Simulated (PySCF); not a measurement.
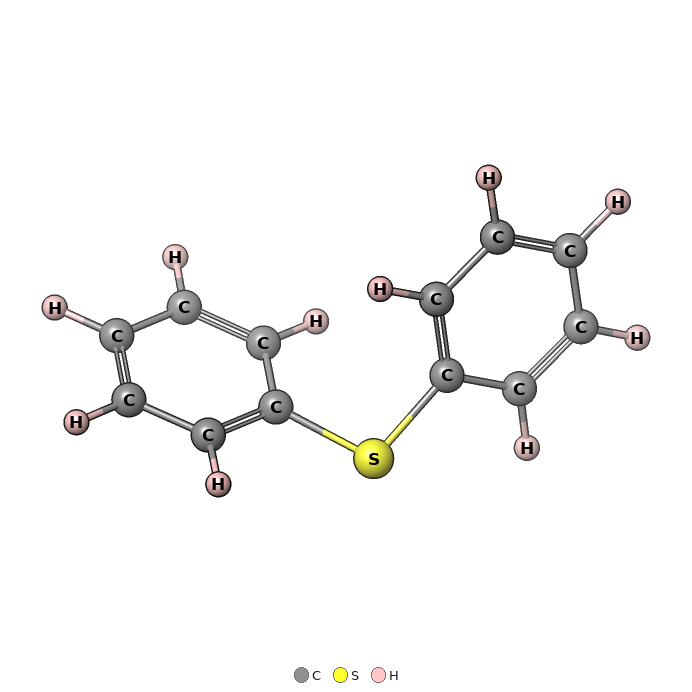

Orthographic view. Atoms fade into the background with distance from the viewer. The computed structure is the end point of a PBE0-D3(BJ)/def2-SVP optimisation. No frequency run is at hand to confirm it as a minimum.

### Give the standard InChI.

InChI=1S/C12H10S/c1-3-7-11(8-4-1)13-12-9-5-2-6-10-12/h1-10H
